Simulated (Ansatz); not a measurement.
**Amorphous Ge$_{12}$Sb$_{12}$Te$_{30}$Ni$_{3}$**

A CHGNet melt-quench gave the starting glass, which DFT then relaxed. The hot cell started wider than the set density and was brought back towards it in steps. It is the lowest in DFT energy of 3 quenches. It is a model cell: composition and starting density were chosen by hand, and all elements were melted together. The geometry includes D3(BJ) dispersion.

Calculation: PBE-D3(BJ), scalar-relativistic without spin-orbit coupling, PAW (Ansatz default set, large-core Te) (plane waves to 420 eV; Ansatz, an electronic-structure program). Geometry, pressure, stress and energy are those of the PBE run. Its sampling: a 2×2×2 Γ-centred mesh; Fermi-Dirac width 0.01 eV; collinear spin, started from moments on atoms; no Hubbard U, moments started parallel, and no other order was tried (the moments died out). The levels at the Fermi energy are partly filled. A closed spacing in one fast-quenched cell at PBE doesn't show the material to be a metal.

```yaml
number_of_atoms_in_the_cell: 57
Density (volume relaxed, with D3(BJ)): 6.55 g/cm³
volume_per_atom: 28.20 Å³
Pressure on a 2×2×2 Γ-centred mesh: 0.31 GPa
Largest force and stress component on that mesh (the relaxation ran on one k-point at (1/4, 1/4, 1/4)): 0.24 eV/Å and 0.5 GPa
Gap on a 2×2×2 Γ-centred mesh (PBE): within the smearing (under twice its width)
net_moment: 0.00 μB
```

Neighbours within Ge-Ge 2.85 Å, Ge-Sb 3.11 Å, Ge-Te 3.08 Å, Ge-Ni 2.68 Å, Sb-Sb 3.30 Å, Sb-Te 3.34 Å, Sb-Ni 2.89 Å, Te-Te 3.31 Å, Te-Ni 2.88 Å, Ni-Ni 2.73 Å count as bonded.

```json
{
  "Mean coordination of Ge": "3.75 (4 with 3, 7 with 4, 1 with 5)",
  "Mean coordination of Sb": "4.83 (1 with 3, 3 with 4, 5 with 5, 3 with 6)",
  "Mean coordination of Te": "3.17 (3 with 2, 20 with 3, 6 with 4, 1 with 5)",
  "Mean coordination of Ni": "6.00 (3 with 6)",
  "Mean Sb-Te bond": "3.038 Å (spread 0.124 Å, 40 counted)",
  "Mean Ge-Te bond": "2.817 Å (spread 0.109 Å, 35 counted)"
}
```

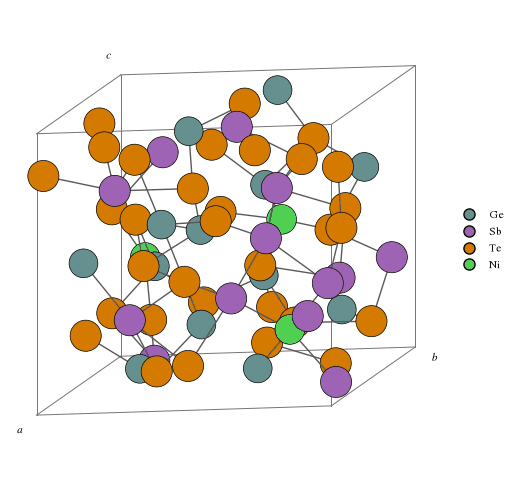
Figure. The relaxed cell

Its density started from a set value of 5.90 g/cm³. Cooling (nominally 63 K/ps over its main leg) ran many orders faster than in experiment, which tends to leave more defects and strain. One small periodic cell is one sample of the glass; other quenches scatter about these values. Volume and shape were free in the relaxation. Stress components on the final sampling reach 0.5 GPa. On a 2×2×2 Γ-centred mesh force components of up to 0.24 eV/Å stay, since the relaxation ran on one k-point at (1/4, 1/4, 1/4).
